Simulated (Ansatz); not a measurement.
CH$_{2}$FNOSi

```yaml
atoms:
  - { symbol: O, position_ang: [-0.6871, -0.2829, 1.6051] }
  - { symbol: Si, position_ang: [0.3340, -0.2672, 0.3515] }
  - { symbol: F, position_ang: [1.5568, -1.1415, 0.8211] }
  - { symbol: C, position_ang: [0.0205, 0.1278, -1.3175] }
  - { symbol: N, position_ang: [0.5898, 1.1094, -0.6704] }
  - { symbol: H, position_ang: [-1.4785, 0.2541, 1.5340] }
  - { symbol: H, position_ang: [-0.2742, 0.1322, -2.3695] }
```

Geometry: PBE0-D4/def2-TZVP.

Computed with Ansatz, RKS PBE0-D4/def2-TZVPP.

> What can the converged electron density and electron localisation function tell about the bonding?

C–N (1.31 Å): ρ at the midpoint is about 2.7 e/Å³; the ELF peaks at about 0.90 between the atoms: a covalent bond.
Si–N (1.73 Å): ρ at the midpoint is about 1.1 e/Å³; the ELF peaks at about 0.85 between the atoms (a polar covalent bond).
C–Si (1.74 Å): ρ at the midpoint is about 0.99 e/Å³; the ELF peaks at about 0.80 between the atoms: a covalent bond.

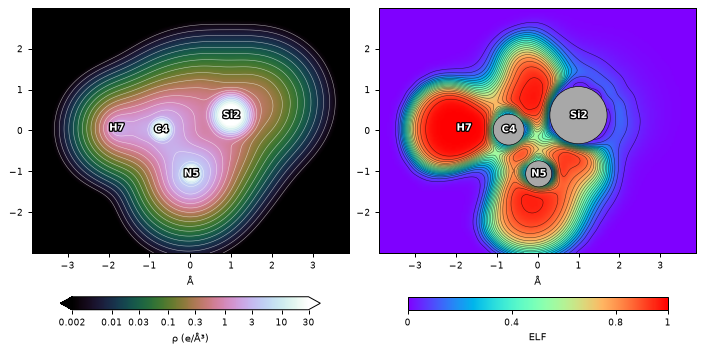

Computed electron density and electron localisation function on the plane of atoms C4, Si2 and N5, in this order. Grey discs cover the atomic cores in the ELF map. 
